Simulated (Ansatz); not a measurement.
```xyz
8
charge 0, multiplicity 1
H     1.3497    0.0007    0.3699
H     0.0002    1.3495    0.3708
H    -1.3500   -0.0004    0.3697
H     0.0000   -1.3495    0.3691
H     1.3506   -0.0005   -0.3704
H    -0.0001    1.3498   -0.3694
H    -1.3504    0.0007   -0.3693
H    -0.0008   -1.3509   -0.3695
```

Geometry: a fixed input geometry, not necessarily a minimum.

Work out the structure from the coordinates.

It has 8 atoms: 8 hydrogen (H8). SMILES: `[H][H].[H][H].[H][H].[H][H]`. Judged by distances it falls into 4 fragments: H2, H2, H2, H2. It has no ring.

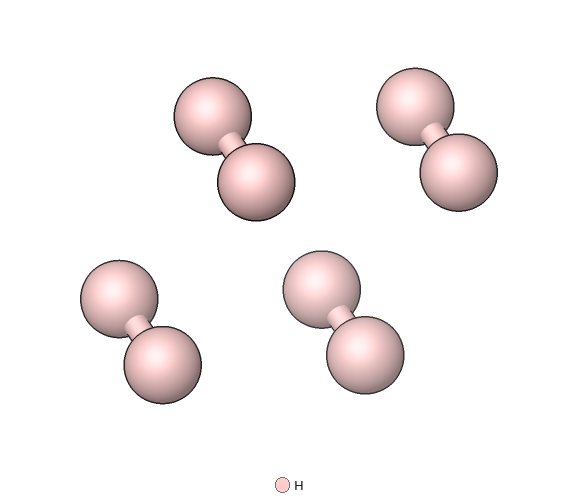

Figure made from data computed with Ansatz.
